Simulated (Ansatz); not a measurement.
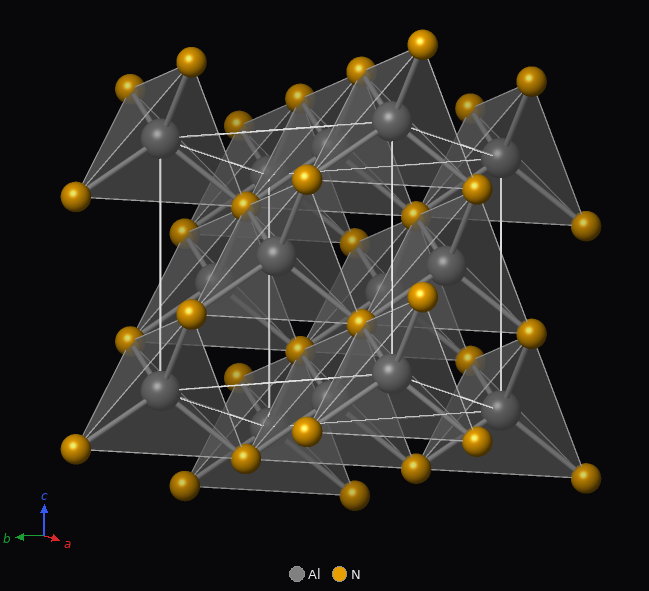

Shown here is a polyhedral view of the crystal, taken from a general direction. The lines enclose the conventional unit cell; boundary atoms appear with their images. Some atoms of the next cells are drawn as well. Cell: a = 4.368 Å, b = 4.368 Å, c = 4.368 Å, α = 90.00°, β = 90.00°, γ = 90.00°.

Its composition is AlN. It belongs to space group F-43m (No. 216) and has a face-centred cubic lattice. The arrangement is known as zinc blende (sphalerite type). The cell has 8 atoms, namely 4 Al, 4 N. The polyhedra are AlN4 tetrahedra; they share corners. Al sits among four N in a tetrahedral arrangement at about 1.9 Å. Around each N lie four Al in a tetrahedral arrangement at about 1.9 Å. The bonds build a three-dimensional framework.

The cell started as a structure listed in the Materials Project. Earlier steps of the study may have refined or changed the cell and positions. Ansatz was used for an electronic-structure calculation on it.
